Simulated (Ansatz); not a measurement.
```xyz
10

Si    0.6706   -0.0367   -0.1014
Cl    1.4646    0.0990    1.8336
H     1.7808    0.1405   -1.0827
H    -0.3486    1.0378   -0.2784
H     0.0408   -1.3780   -0.2669
Si   -3.1951    0.0278    1.3206
H    -3.1714   -0.8341    0.0989
H    -4.3354   -0.3816    2.1956
H    -3.3631    1.4558    0.9118
H    -1.9094   -0.1304    2.0633
```

Method: Ansatz, RKS BLYP-D4/6-31G*.

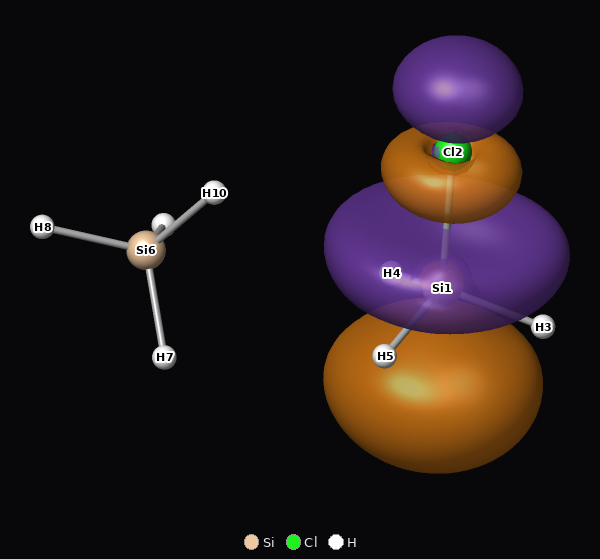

ClH3Si···SiH4. One frontier orbital at ±0.1 Å⁻³ᐟ² (orange and purple are the two phases), seen at a tilt.

Q: Which orbital is it: HOMO or LUMO?

A: The LUMO, at −0.94 eV. By Hirshfeld shares it lies mainly on Si1 (about 55 %) and Cl2 (about 25 %).
